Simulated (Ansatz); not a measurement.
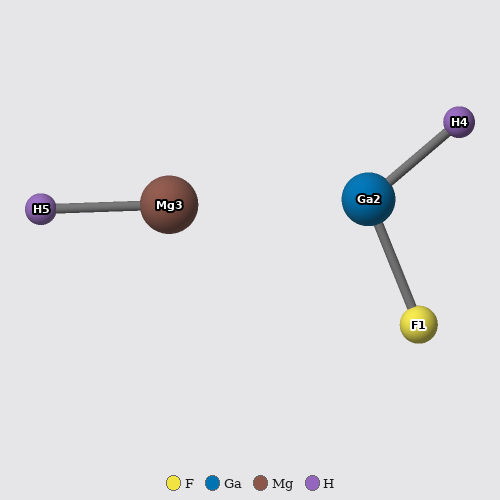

The system is FGaH2Mg; the picture shows the reference structure. The first coordinate is: bond length Ga2–Mg3; the second: bond length Ga2–H4. Nothing is relaxed (all other coordinates rigid). The scan uses a 9 × 9 grid. Energies are in kJ/mol, from the relaxed molecule at the same level. The restricted reference is unstable at some or all points, so the energies there are unreliable. Method: RHF-MP2, frozen core/def2-TZVP in Ansatz 0.2.0.

Its coordinates:

```yaml
atoms:
  - { symbol: F, position_ang: [-1.5206, -1.6159, -0.3548] }
  - { symbol: Ga, position_ang: [-0.3918, -0.6845, 0.6681] }
  - { symbol: Mg, position_ang: [0.7987, 1.1821, -0.7584] }
  - { symbol: H, position_ang: [-0.4440, -1.2604, 2.1309] }
  - { symbol: H, position_ang: [1.5577, 2.3786, -1.6858] }
```

Range: bond length Ga2–Mg3 from 2.160 to 3.951 Å; bond length Ga2–H4 from 1.290 to 2.359 Å.

Predict the map.

The lowest grid point is at bond length Ga2–Mg3 = 2.607 Å, bond length Ga2–H4 = 1.557 Å, 0.40 kJ/mol from the relaxed molecule at the same level. No other kind of well shows on this grid. The highest grid point, bond length Ga2–Mg3 = 3.951 Å, bond length Ga2–H4 = 2.359 Å, lies 313 kJ/mol above the lowest. Round the minimum the two coordinates are nearly uncoupled.

| bond length Ga2–H4 ↓, bond length Ga2–Mg3 → | 2.160 | 2.384 | 2.607 | 2.831 | 3.055 | 3.279 | 3.503 | 3.727 | 3.951 |
| --- | --- | --- | --- | --- | --- | --- | --- | --- | --- |
| 2.359 | 266 | 192 | 170 | 177 | 198 | 226 | 257 | 286 | 314 |
| 2.226 | 231 | 156 | 134 | 142 | 164 | 193 | 224 | 254 | 283 |
| 2.092 | 194 | 119 | 98 | 106 | 129 | 158 | 190 | 221 | 251 |
| 1.958 | 159 | 84 | 63 | 71 | 94 | 124 | 157 | 189 | 219 |
| 1.825 | 128 | 53 | 31 | 40 | 64 | 94 | 127 | 160 | 191 |
| 1.691 | 105 | 30 | 8 | 17 | 41 | 72 | 106 | 139 | 170 |
| 1.557 | 98 | 22 | 0 | 9 | 33 | 65 | 98 | 132 | 164 |
| 1.423 | 118 | 41 | 19 | 28 | 52 | 84 | 118 | 151 | 184 |
| 1.290 | 184 | 106 | 84 | 92 | 116 | 148 | 182 | 216 | 248 |

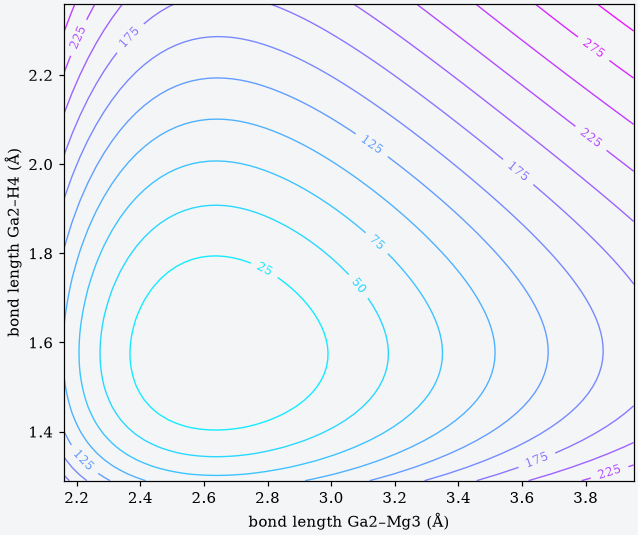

In the figure: contour lines labelled in kJ/mol. Between grid points the surface is interpolated.

Time for the 81 points that were run: 9.4 min on 1 thread of Arm Neoverse V1 (shared host).
